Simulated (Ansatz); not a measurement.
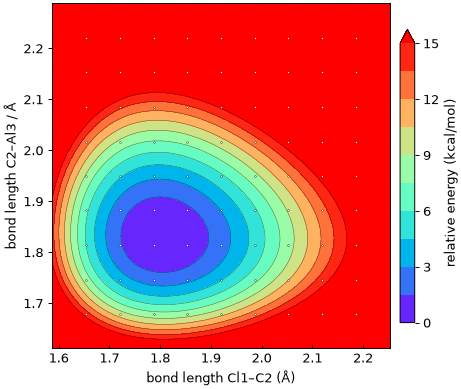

CH₂AlCl₂, SMILES Cl[CH-][AlH][Cl], charge −1. 
- Coordinates scanned: (1) bond length Cl1–C2; (2) bond length C2–Al3.
- Nothing is relaxed (all other coordinates rigid).
- The grid has 11 × 11 points.
- Points are written as (first, second).
- Energies: kcal/mol, counted from the relaxed molecule at the same level.
- All numbers below come from RKS PBE0-D4/def2-SVPD in Ansatz 0.2.0.

Drawn: filled contours, dots at the grid points, one colour for all values above the top of the scale. Between grid points the surface is interpolated.

Estimate the position of the minimum and the force constants in these coordinates.

Answer. The interpolated minimum is at bond length Cl1–C2 ≈ 1.803 Å, bond length C2–Al3 ≈ 1.830 Å. The curvatures there are about 18 eV/Å² and 24 eV/Å², with a cross term of about 0.6 eV/Å². Round the minimum the two coordinates are nearly uncoupled. (1 eV is 23.1 kcal/mol.)
